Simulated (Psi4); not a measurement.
# [SiCl3]+ (SMILES Cl[Si+](Cl)Cl) at HF/STO-3G

Aim: the energy change on altering one bond length of [SiCl3]+ at HF/STO-3G, from 2 runs. 

The results are computed with Psi4 1.11.

### 1 The molecule

[SiCl3]+ has 4 atoms, charge +1, and is taken as a singlet. SMILES: `Cl[Si+](Cl)Cl`. The coordinates come from a PBE0-D4/def2-TZVP relaxation.

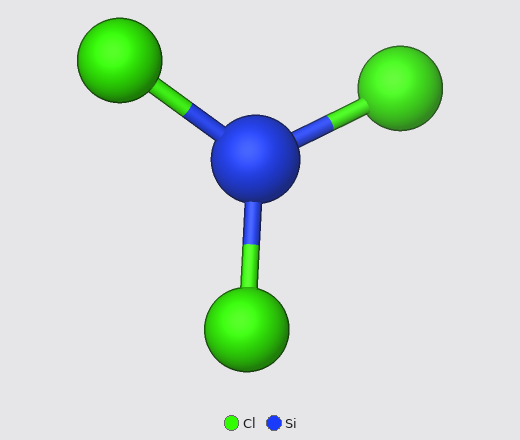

The structure, seen from a chosen angle (chlorine green, silicon blue).

### 2 Energy and forces at HF/STO-3G

File cl3si.in:

```
memory 2200 mb

molecule geom {
  1 1
  Cl
  Si 1 r2
  Cl 2 r3 1 a3
  Cl 2 r4 1 a4 3 d4

  r2 = 1.946882
  r3 = 1.946883
  a3 = 119.99894
  r4 = 1.946883
  a4 = 119.99844
  d4 = -179.98095
  units angstrom
  symmetry c1
  no_reorient
  no_com
}

set {
  basis STO-3G
  puream true
  e_convergence 1e-09
  d_convergence 1e-08
  scf_type pk
}

E, wfn = gradient('scf', return_wfn=True)
oeprop(wfn, 'WIBERG_LOWDIN_INDICES', 'DIPOLE', 'LOWDIN_CHARGES')
```

Started as:

```bash
psi4 -i cl3si.in -o cl3si.out -n 1
```

cl3si.out:

```text
[...]
  Running in c1 symmetry.
[...]
  Nuclear repulsion =  330.127184992631328
[...]
  Multiplicity = 1
[...]
  Nalpha       = 32
  Nbeta        = 32
[...]
    Number of basis functions: 36
[...]
   @RHF iter   1: -1648.97057848051872   -3.86178e-01   1.24273e-02 ADIIS/DIIS
[...]
   @RHF iter   9: -1649.18468486091183    1.81899e-12   6.87289e-10 DIIS
[...]
    Orbital Energies [Eh]
    ---------------------
    Doubly Occupied:
       1A   -104.040256     2A   -104.040254     3A   -104.040251
       4A    -68.533455     5A    -10.716235     6A    -10.716121
       7A    -10.716118     8A     -8.160480     9A     -8.160361
      10A     -8.160359    11A     -8.153886    12A     -8.153683
      13A     -8.153681    14A     -8.153116    15A     -8.153094
      16A     -8.153091    17A     -6.498722    18A     -4.524365
      19A     -4.524365    20A     -4.520631    21A     -1.389439
      22A     -1.325801    23A     -1.325797    24A     -0.908936
      25A     -0.793837    26A     -0.793835    27A     -0.762263
      28A     -0.693774    29A     -0.693773    30A     -0.693053
      31A     -0.693050    32A     -0.689540
[...]
  @RHF Final Energy: -1649.18468486091183
   => Energetics <=
    Nuclear Repulsion Energy =            330.1271849926313280
    One-Electron Energy =               -2924.5524979280203297
    Two-Electron Energy =                 945.2406280744775131
    Total Energy =                      -1649.1846848609116023
[...]
  -Total Gradient:
     Atom            X                  Y                   Z
    ------   -----------------  -----------------  -----------------
       1       -0.000005667494     0.000000334397     0.049312776629
       2        0.000002802699    -0.000000148733     0.000000639853
       3       -0.000005666797     0.042703545074    -0.024656709355
       4        0.000008531592    -0.042703730698    -0.024656707139
[...]
 Multipole Moments:
 ------------------------------------------------------------------------------------
     Multipole            Electronic (a.u.)      Nuclear  (a.u.)        Total (a.u.)
 ------------------------------------------------------------------------------------
 L = 1.  Multiply by 2.5417464519 to convert [e a0] to [Debye]
 Dipole X            :          0.0003374            0.0001113            0.0004486
 Dipole Y            :         -0.0000074           -0.0000017           -0.0000090
 Dipole Z            :          0.0000666            0.0000151            0.0000817
 Magnitude           :                                                    0.0004561
[...]
```

Run time: 3 s. Hardware: 1 thread of AMD EPYC 7R43 (Zen 3), shared host; peak memory 0.18 GiB.

### 3 The distorted shape: a single-point energy at HF/STO-3G

File job.inp:

```
memory 2200 mb

molecule {
  1 1
  Cl
  Si 1 R2
  Cl 2 R3 1 A3
  Cl 2 R4 1 A4 3 D4

  R2 = 1.946882
  R3 = 1.946883
  A3 = 119.99894
  R4 = 2.2389
  A4 = 119.99845
  D4 = -179.98093
  symmetry c1
  no_reorient
  no_com
}

set globals {
  basis         STO-3G
  puream        true
  e_convergence 1e-09
  d_convergence 1e-08
  scf_type      pk
}

E, wfn = energy('hf', return_wfn=True)
oeprop(wfn, 'MAYER_INDICES', 'DIPOLE', 'QUADRUPOLE', title='HF')
print_variables()
```

Started as:

```bash
psi4 -i job.inp -o job.out -n 1
```

job.out:

```text
[...]
  Running in c1 symmetry.
[...]
  Nuclear repulsion =  315.293477662279543
[...]
  Multiplicity = 1
[...]
  Nalpha       = 32
  Nbeta        = 32
[...]
    Number of basis functions: 36
[...]
   @RHF iter   1: -1648.90726580895762   -5.88086e-01   1.30802e-02 ADIIS/DIIS
[...]
   @RHF iter  10: -1649.17095263920214   -6.36646e-12   4.38787e-09 DIIS
[...]
    Orbital Energies [Eh]
    ---------------------
    Doubly Occupied:
       1A   -104.044285     2A   -104.044281     3A   -103.989676
       4A    -68.520736     5A    -10.720008     6A    -10.719923
       7A    -10.665997     8A     -8.164237     9A     -8.164144
      10A     -8.157657    11A     -8.157522    12A     -8.156922
      13A     -8.156900    14A     -8.110235    15A     -8.104048
      16A     -8.103735    17A     -6.485440    18A     -4.511192
      19A     -4.508515    20A     -4.507351    21A     -1.374332
      22A     -1.327209    23A     -1.255434    24A     -0.903534
      25A     -0.778826    26A     -0.769614    27A     -0.746647
      28A     -0.694941    29A     -0.694030    30A     -0.670414
      31A     -0.658456    32A     -0.657512
[...]
  @RHF Final Energy: -1649.17095263920214
   => Energetics <=
    Nuclear Repulsion Energy =            315.2934776622795425
    One-Electron Energy =               -2895.8813517918838443
    Two-Electron Energy =                 931.4169214904019327
    Total Energy =                      -1649.1709526392023690
[...]
 Multipole Moments:
 ------------------------------------------------------------------------------------
     Multipole            Electronic (a.u.)      Nuclear  (a.u.)        Total (a.u.)
 ------------------------------------------------------------------------------------
 L = 1.  Multiply by 2.5417464519 to convert [e a0] to [Debye]
 Dipole X            :          0.0003692            0.0001281            0.0004972
 Dipole Y            :         -0.1447046           -0.0501943           -0.1948988
 Dipole Z            :         -0.0834778           -0.0289619           -0.1124397
 Magnitude           :                                                    0.2250078
 L = 2.  Multiply by 1.3450342976 to convert [e a0^2] to [Debye ang]
 Quadrupole XX       :        -30.9401933            0.0000187          -30.9401746
 Quadrupole XY       :          0.0736364           -0.0733746            0.0002618
[...]
```

It took 2.4 s on 1 thread of AMD EPYC 7R43 (Zen 3), shared host; peak memory 0.17 GiB.

### 4 Summary of results

At HF/STO-3G:

| quantity | value |
| --- | --- |
| first shape: total energy | -1649.18468 Eh |
| first shape: HOMO energy | -18.76 eV |
| first shape: LUMO energy | -4.43 eV |
| first shape: HOMO–LUMO gap | 14.33 eV |
| first shape: largest force on an atom | 2.536 eV/Å |
| distorted shape: total energy | -1649.17095 Eh |
| distorted shape: HOMO energy | -17.89 eV |
| distorted shape: LUMO energy | -4.55 eV |
| distorted shape: HOMO–LUMO gap | 13.34 eV |
| energy change with the Si2–Cl4 bond stretched from 1.947 to 2.239 Å | 0.374 eV |

**Reading.** With the Si2–Cl4 bond stretched from 1.947 to 2.239 Å the energy rises by 0.37 eV (36.1 kJ/mol). The first shape isn't relaxed at this level, so the change isn't measured from a minimum. The minimal basis adds a large error of its own. The largest force (first shape) is 2.54 eV/Å: the shape isn't a stationary point for this species at this level.
